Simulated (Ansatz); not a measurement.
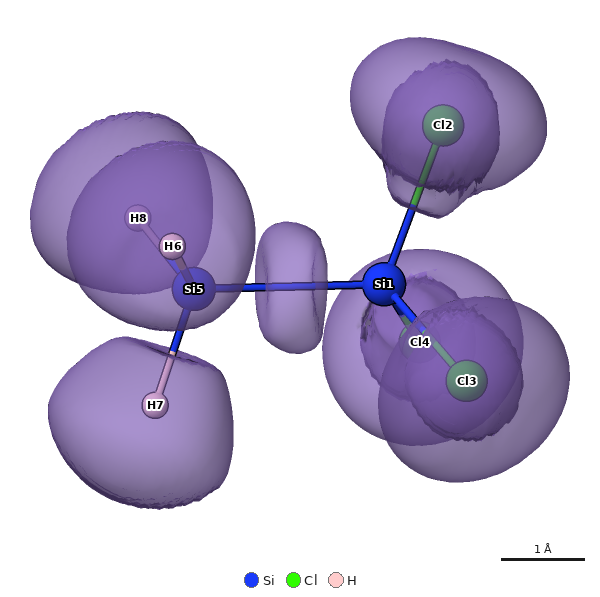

Figure 1: Cl₃H₃Si₂ (SMILES [Si](Cl)(Cl)(Cl)[SiH3]). Isosurface of the electron localisation function at 0.8 (purple), seen at a tilt. Only the valence region is drawn (cores and ρ < 0.01 e/Å³ removed).

Level of theory: Ansatz 0.2.0, DFT PBE, Gaussian basis def2-TZVP.

```yaml
atoms:
  - { symbol: Si, position_ang: [-1.1889, -0.2177, -1.5207] }
  - { symbol: Cl, position_ang: [0.3277, 0.1441, -0.1707] }
  - { symbol: Cl, position_ang: [-2.3338, -1.7758, -0.8032] }
  - { symbol: Cl, position_ang: [-0.3382, -0.8095, -3.3038] }
  - { symbol: Si, position_ang: [-2.4997, 1.7001, -1.8257] }
  - { symbol: H, position_ang: [-3.0920, 2.0880, -0.5107] }
  - { symbol: H, position_ang: [-3.5804, 1.3888, -2.8084] }
  - { symbol: H, position_ang: [-1.6286, 2.7967, -2.3446] }
```

Where are the electrons localised?

Answer. The surface consists of one region between bonded Si–Si atoms (shared pairs), three regions around hydrogen nuclei and three regions on Cl in which the atom's valence shell and bonds are merged.

Values along the shortest contacts:
Si–Cl (2.06 Å): the ELF peaks at about 0.85 between the atoms; a polar covalent bond. Si–Si (2.34 Å): the ELF peaks at about 1 between the atoms; a shared electron pair.
